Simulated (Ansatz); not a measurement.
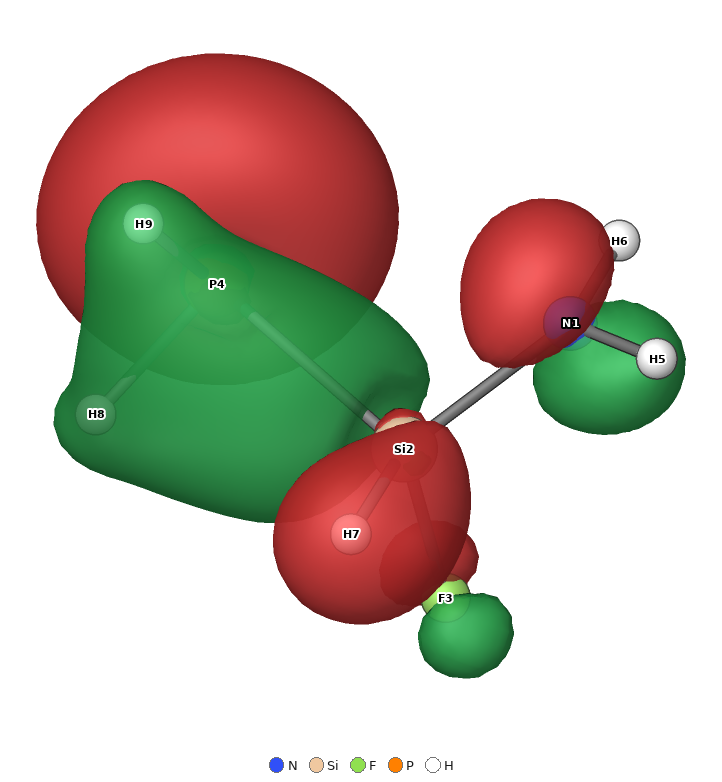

Figure. FH₅NPSi. The HOMO at ±0.1 Å⁻³ᐟ² (green and red are the two phases), seen at a tilt.

The calculation used RKS r2SCAN/def2-mTZVP in Ansatz 0.2.0.

```yaml
atoms:
  - { symbol: N, position_ang: [-0.0629, 1.2807, -0.8994] }
  - { symbol: Si, position_ang: [0.6529, -0.1008, -0.2035] }
  - { symbol: F, position_ang: [-0.3813, -1.1211, 0.5102] }
  - { symbol: P, position_ang: [1.9801, 0.6332, 1.4547] }
  - { symbol: H, position_ang: [-0.5050, 1.2486, -1.8082] }
  - { symbol: H, position_ang: [-0.4464, 2.0250, -0.3322] }
  - { symbol: H, position_ang: [1.2722, -0.8705, -1.3075] }
  - { symbol: H, position_ang: [2.4489, -0.6638, 1.8123] }
  - { symbol: H, position_ang: [3.0796, 0.9078, 0.5906] }
```

Q: What is the character of this orbital?

A: It lies mainly on P4 (about 65 %), Si2 (about 15 %) and N1 (about 5 %). Its energy is −6.65 eV.
